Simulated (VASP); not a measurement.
Band structure of YTc$_{2}$ (space group Fd-3m). Calculation: PBE GGA, VASP's PBE PAW potentials (set 64) (plane waves; VASP).

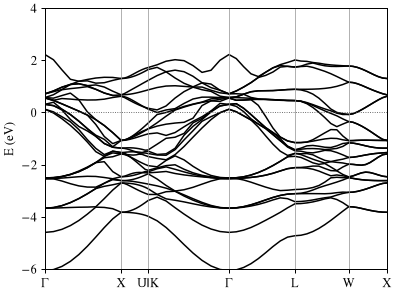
Figure. Bands along high-symmetry lines, zero at the valence-band maximum or, without a gap, the Fermi level

Q: Read the plot: is there a gap, and where are the band edges?

A: It has no gap at this level: it comes out as a metal or semimetal.

The structure was generated: YTc2 was put into an ordered model structure, which need not be its known phase. The cell was not relaxed at this level. The k-mesh is coarse (spacing up to 0.35 per Å, 2π included), so the numbers may not be converged in it.
